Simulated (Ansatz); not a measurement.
```xyz
9

C     1.2923   -0.1446   -0.9471
C     0.3739   -0.5410   -0.0732
C    -0.6986    0.3223    0.4203
O    -1.4697   -0.3385    1.2859
S    -0.9754    1.8799    0.0155
H     1.2787    0.8669   -1.3385
H     2.0694   -0.8189   -1.2851
H     0.3757   -1.5502    0.3268
H    -2.1578    0.2778    1.5780
```

Geometry: PBE0-D4/def2-TZVP.

The calculation used RKS PBE0-D4/def2-TZVPP in Ansatz 0.2.0.

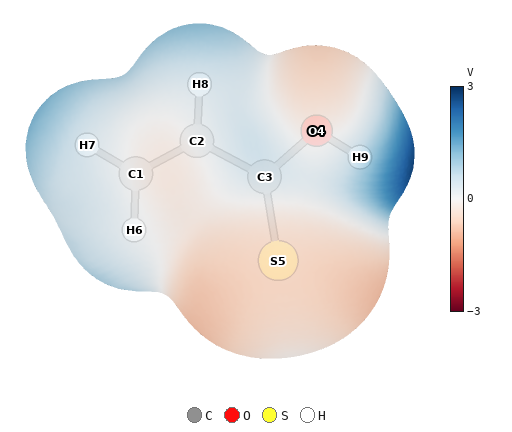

C3H4OS (SMILES C=CC(O)=S). The electrostatic potential painted on the density surface at 0.002 e/bohr³, seen across its widest extent; red is negative and blue positive.

### Which sites attract a positive test charge, and which a negative one?

A positive charge is drawn to the negative regions and a negative charge to the positive ones. The most negative region (about −0.8 V) lies over S5, the most positive (about +2.6 V) over H9.
